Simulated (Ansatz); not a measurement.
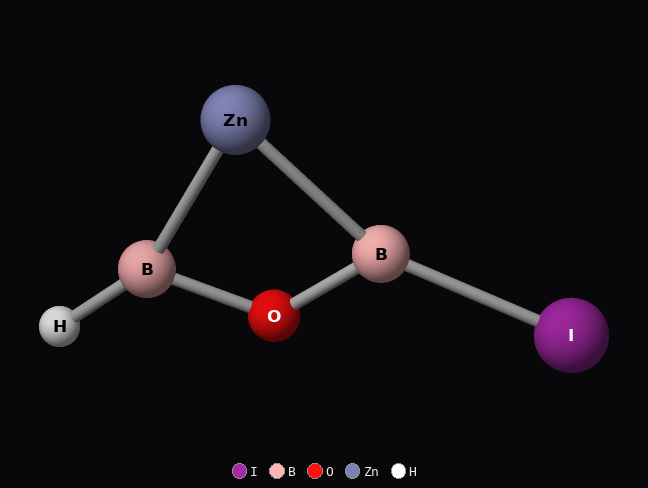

Ball-and-stick drawing of a structure.

Question: What is the molecular formula?

Answer: B₂HIOZn, 6 atoms: 2 boron, 1 hydrogen, 1 iodine, 1 oxygen and 1 zinc.

Question: Give the symmetry (Schoenflies symbol).

Answer: Cs.

More results for the same structure follow; atom numbers are the same in all pictures, views and colours differ. The computed structure is the end point of a PBE0-D4/def2-TZVP optimisation.

Geometry

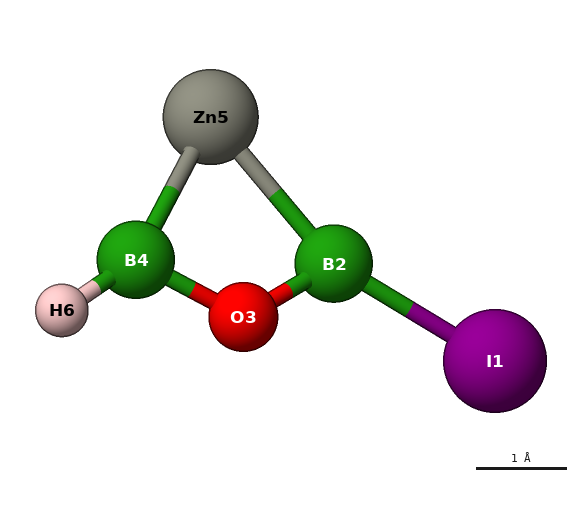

The atoms are numbered.

Give these bond angles: I1–B2–O3, I1–B2–Zn5, O3–B2–Zn5, B2–O3–B4, O3–B4–Zn5, O3–B4–H6, Zn5–B4–H6, B2–Zn5–B4.

```csv
angle,degrees
I1–B2–O3,118.0
I1–B2–Zn5,157.4
O3–B2–Zn5,84.5
B2–O3–B4,121.7
O3–B4–Zn5,84.9
O3–B4–H6,118.5
Zn5–B4–H6,156.7
B2–Zn5–B4,68.9
```

Thermal motion

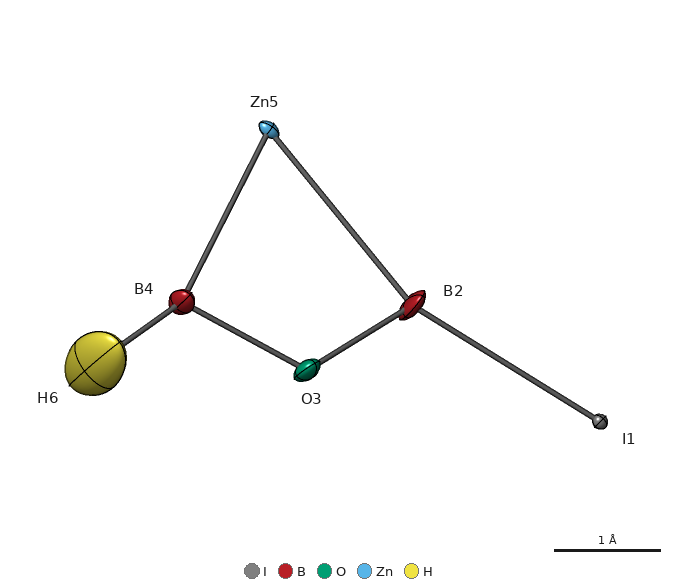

Displacement ellipsoids at the 50 % level, from the internal vibrations of the free molecule (harmonic, no overall translation or rotation; no half-axis is drawn under 0.075 Å). Vibrations computed with RKS PBE0-D4/def2-TZVP, core potentials on I (Ansatz 0.2.0). Temperature: 400 K.

Question: Which atom moves most?

Answer: H6, with U_eq = 0.0556 Å².

Question: Does H6 move more along its bond or across it?

Answer: Across it: the root-mean-square amplitude is 0.098 Å along the bond and up to 0.353 Å across, since bending and torsion are softer than stretching.

List U_eq and the three principal root-mean-square amplitudes for each kind of atom.

```
atom  U_eq (Å²)   rms amplitudes (Å)
  I1    0.00050  0.011, 0.012, 0.035
  B2     0.0119  0.047, 0.095, 0.156
  O3     0.0080  0.056, 0.085, 0.117
  B4     0.0084  0.059, 0.078, 0.124
 Zn5     0.0018  0.007, 0.020, 0.070
  H6     0.0556  0.098, 0.180, 0.353
```

Dipole moment

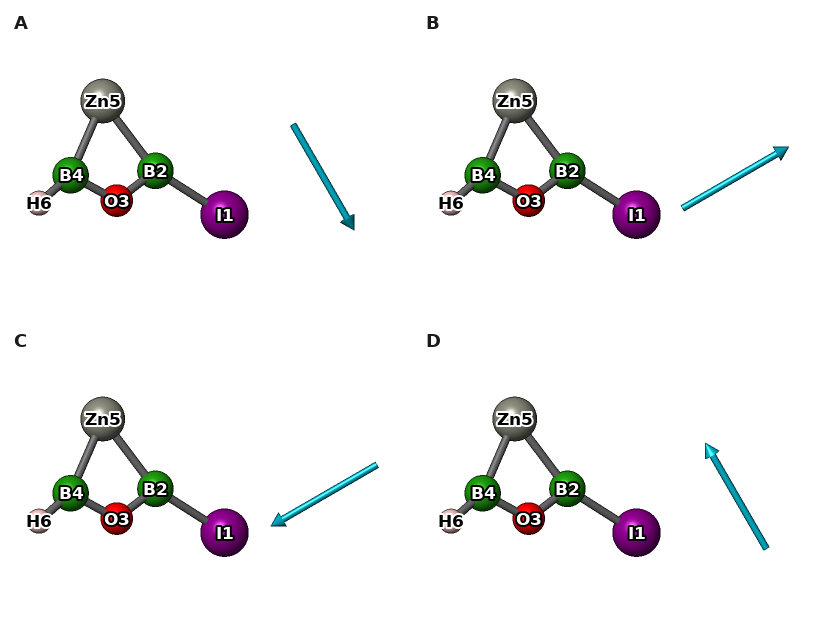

The same molecule four times, each with an arrow. Level of theory: RKS PBE-D4/def2-TZVPP, core potentials on I (Ansatz 0.2.0).

Question: Which arrow points along the dipole moment, from the negative to the positive end?

Answer: D. The dipole moment is 1.78 D; it points from the side of I1 to the side of Zn5 (the outermost atoms at the two ends).

Vibrations

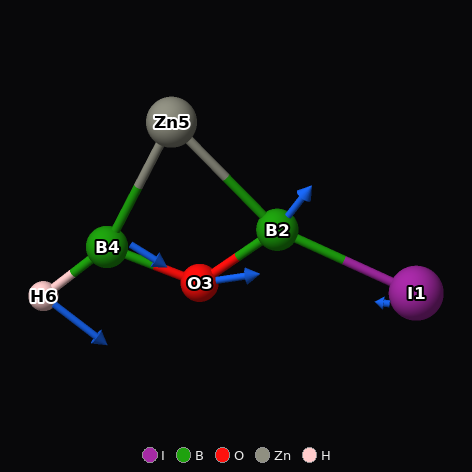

The arrows show one normal mode. Harmonic vibrations computed with RKS PBE0-D4/def2-TZVP, core potentials on I (Ansatz 0.2.0) at a stationary point of the same level.

Question: Estimate its harmonic wavenumber.

Answer: 232 cm⁻¹; it is mode 3 of 12 counted from the lowest.
